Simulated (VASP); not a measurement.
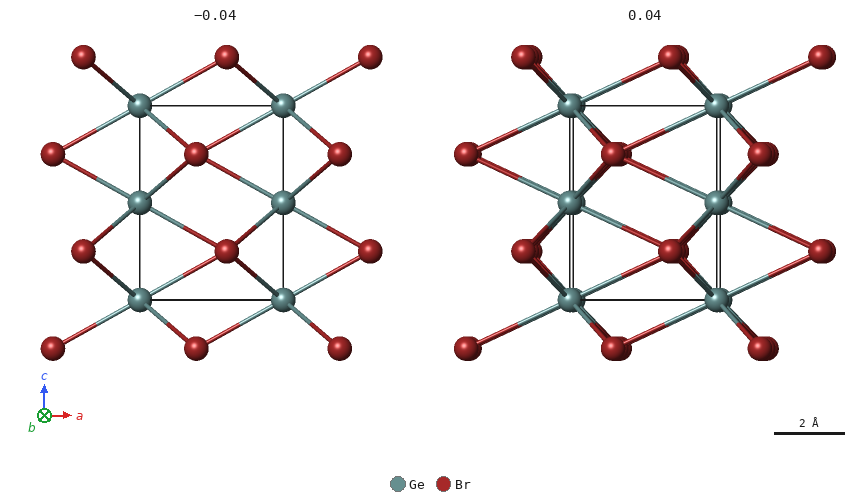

Crystalline GeBr (a generated structure, set up in P2_1/m), held at several strains, with the atoms relaxed (per unit of the tabulated number the cell is strained by 0.5 along [3 2 0], −0.5 along [−1 3 0]). The picture shows the first and the last member. Style: ball-and-stick. Shown: the cell of the calculation, along the b axis.

Computed with VASP 6.6.1: PBE, VASP PAW PBE potentials, recommended. Settings: plane-wave cutoff 520 eV; k-point mesh 5 × 5 × 4; occupations fermi-dirac; smearing width 0.05 eV; no spin polarisation.

| strain | energy (meV/atom) |
| --- | --- |
| −0.04 | −25.67 |
| −0.02 | −23.06 |
| −0.01 | −21.63 |
| 0.0 | 0.00 |
| 0.01 | ? |
| 0.02 | −23.06 |
| 0.04 | −25.67 |

### One row is withheld. What does the calculation give there?

A parabola through three neighbouring rows (−0.01, 0.0, 0.02) gives, with Lagrange weights, (−0.3333)(−21.63) + (1.0000)(0.00) + (0.3333)(−23.06) = −0.48 meV/atom. The calculation gives −21.63 meV/atom. The estimate is 21.15 meV/atom too high. The miss is large: three rows don't fix the curve here, or the series isn't smooth. The lowest tabulated energy lies at −0.04, so the unstrained cell isn't a minimum along this strain at this level. From the first member to the last: Br–Ge 3.286 → 2.853 Å, Br–Ge 2.853 → 3.286 Å.

The whole series:

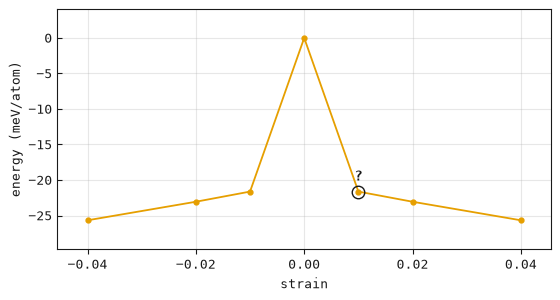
